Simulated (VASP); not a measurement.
Band structure of WSe2. Method: PBEsol GGA with spin-orbit coupling, VASP's PBE PAW potentials (set 64) (plane waves; VASP 6.6.1).

The cell holds a wide vacuum, so values per volume refer to the whole cell. The path is coarsely sampled, so an indirect gap can come out somewhat too large.

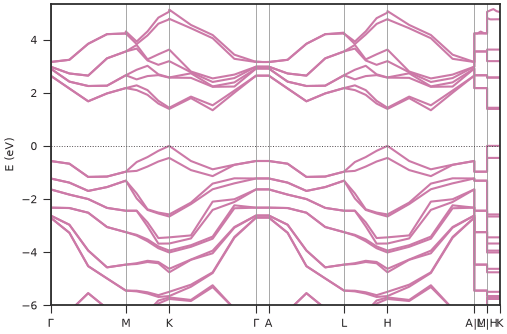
*Bands along high-symmetry lines, zero at the valence-band maximum or, without a gap, the Fermi level*

Read the plot: is there a gap, and where are the band edges?

The gap is indirect, 1.34 eV, from the valence maximum at K to the conduction minimum at K-Γ at 0.50.

The cell is a sheet with vacuum, built from a database entry that may be metastable or hypothetical.
